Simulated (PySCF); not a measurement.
```json
{"atom": "C", "x (Å)": "1.8849", "y (Å)": "0.4536", "z (Å)": "0.7264"}
{"atom": "C", "x (Å)": "1.1031", "y (Å)": "0.0347", "z (Å)": "-0.3189"}
{"atom": "C", "x (Å)": "0.4440", "y (Å)": "-1.3229", "z (Å)": "-0.2342"}
{"atom": "C", "x (Å)": "-1.0823", "y (Å)": "-1.1474", "z (Å)": "-0.1046"}
{"atom": "C", "x (Å)": "-1.4400", "y (Å)": "-0.1014", "z (Å)": "0.9069"}
{"atom": "C", "x (Å)": "-1.4984", "y (Å)": "1.2106", "z (Å)": "0.5470"}
{"atom": "O", "x (Å)": "-1.3524", "y (Å)": "1.6968", "z (Å)": "-0.6091"}
{"atom": "C", "x (Å)": "0.8292", "y (Å)": "0.8181", "z (Å)": "-1.4225"}
{"atom": "H", "x (Å)": "2.3177", "y (Å)": "1.4402", "z (Å)": "0.7411"}
{"atom": "H", "x (Å)": "2.0531", "y (Å)": "-0.1619", "z (Å)": "1.5949"}
{"atom": "H", "x (Å)": "0.8239", "y (Å)": "-1.8631", "z (Å)": "0.6390"}
{"atom": "H", "x (Å)": "0.6722", "y (Å)": "-1.9198", "z (Å)": "-1.1270"}
{"atom": "H", "x (Å)": "-1.5405", "y (Å)": "-2.1163", "z (Å)": "0.1410"}
{"atom": "H", "x (Å)": "-1.4701", "y (Å)": "-0.8154", "z (Å)": "-1.0709"}
{"atom": "H", "x (Å)": "-1.5206", "y (Å)": "-0.3902", "z (Å)": "1.9475"}
{"atom": "H", "x (Å)": "-1.7082", "y (Å)": "1.9259", "z (Å)": "1.3855"}
{"atom": "H", "x (Å)": "0.2465", "y (Å)": "0.4523", "z (Å)": "-2.2459"}
{"atom": "H", "x (Å)": "1.2290", "y (Å)": "1.8123", "z (Å)": "-1.5080"}
```

Geometry: GFN2-xTB.

Computed with UKS B3LYP, pcH-1 on C H O, non-relativistic, mean-field spin-orbit, GIAO in PySCF 2.14.0, density-fitted response routines.

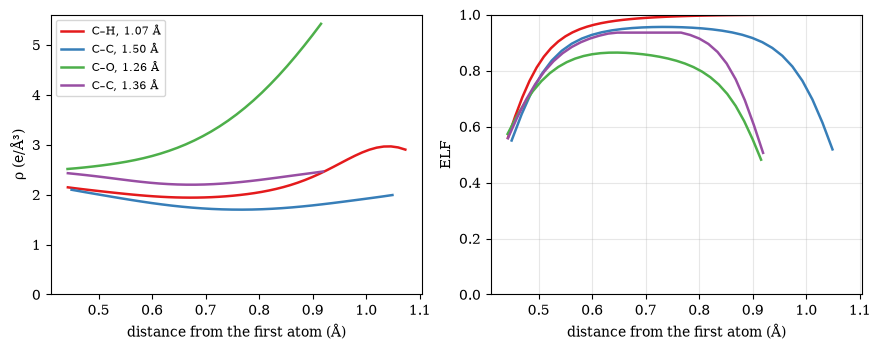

C$_{7}$H$_{10}$O (charge −1, doublet). Total electron density and electron localisation function along straight lines between neighbouring atoms. The curves leave out the atomic cores.

Q: What can be read from the curves?

A: C–H (1.07 Å): ρ at the midpoint is about 2 e/Å³; the ELF climbs to about 1 towards the hydrogen, as it does in any bond to H: an ordinary covalent bond to hydrogen.
C–C (1.50 Å): ρ at the midpoint is about 1.7 e/Å³; the ELF peaks at about 0.95 between the atoms, as expected for a shared electron pair.
C–O (1.26 Å): the density is about 2.9 e/Å³ at the midpoint; the ELF peaks at about 0.85 between the atoms: a polar covalent bond.
C–C (1.36 Å): ρ at the midpoint is about 2.2 e/Å³; the ELF peaks at about 0.95 between the atoms, as expected for a covalent bond.
